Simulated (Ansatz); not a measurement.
SiO2 (rutile)

```yaml
crystal:
  lattice:
    - [4.23616, 0.00000, 0.00000]
    - [0.00000, 4.23616, 0.00000]
    - [0.00000, 0.00000, 5.38090]
  atoms:
    - { symbol: Si, position: [0.50000, 0.50000, 0.25000] }
    - { symbol: Si, position: [0.50000, 0.50000, 0.75000] }
    - { symbol: Si, position: [0.00000, 0.00000, 0.00000] }
    - { symbol: Si, position: [0.00000, 0.00000, 0.50000] }
    - { symbol: O, position: [0.80699, 0.80699, 0.25000] }
    - { symbol: O, position: [0.80699, 0.80699, 0.75000] }
    - { symbol: O, position: [0.30699, 0.69301, 0.00000] }
    - { symbol: O, position: [0.30699, 0.69301, 0.50000] }
    - { symbol: O, position: [0.69301, 0.30699, 0.00000] }
    - { symbol: O, position: [0.69301, 0.30699, 0.50000] }
    - { symbol: O, position: [0.19301, 0.19301, 0.25000] }
    - { symbol: O, position: [0.19301, 0.19301, 0.75000] }
```

A phonon eigenvector at Z = (0.0, 0.0, 0.5) is frozen into this cell: atom i moves by Q times the vector below, so Q is the largest atomic displacement, in Å. The cell is held. It is one choice among 2 degenerate patterns. (q is in reciprocal vectors of the primitive cell; the cell shown is doubled to hold the pattern.)

```
atom       x       y      z
----  ------  ------  -----
O5     0.707  -0.707  0.000
O6    -0.707   0.707  0.000
O7     0.015   0.015  0.000
O8    -0.015  -0.015  0.000
O9    -0.015  -0.015  0.000
O10    0.015   0.015  0.000
O11   -0.707   0.707  0.000
O12    0.707  -0.707  0.000
```

Atoms not listed stay in place.

Computed with PBE (plane waves to 420 eV, PAW, scalar-relativistic; Ansatz, an electronic-structure program). k mesh 8×8×6 (Γ-centred), Fermi-Dirac smearing 0.05 eV. Energies are smeared free energies. SiO2 was relaxed with its symmetry unable to fall. ΔE is measured from the undisplaced structure.

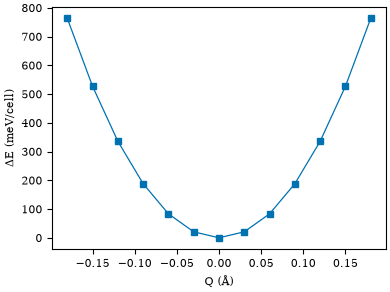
ΔE (meV/cell) against Q (Å); markers are the computed points, lines only join them.

Task: What is the energy change at Q = 0.180 Å?

Result: About 760 meV/cell.

Task: What harmonic wavenumber does the curvature at Q = 0 give?

Result: About 440 cm⁻¹.

(A displaced cell: forces are minus the slopes of the energy, force constants its curvatures, and phonons follow from these.)
